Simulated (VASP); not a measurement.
Band structure of Gd (hcp). These are vdW-DF2, VASP's PBE PAW potentials (set 64) (plane waves; VASP 6.6.1) values and carry that method's errors.

The 4f electrons are frozen in the core of the lanthanide potential, so 4f levels, which can set the real gap, and their magnetism are missing.

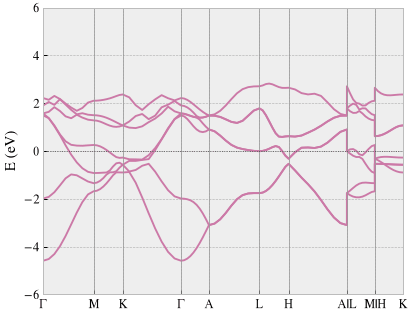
Figure: Bands along high-symmetry lines, zero at the valence-band maximum or, without a gap, the Fermi level

Question: Read the plot: is there a gap, and where are the band edges?

Answer: It has no gap at this level: it comes out as a metal or semimetal. (Edges off the drawn lines would not show.)

The compound is Gd in the hcp structure. It was relaxed first.
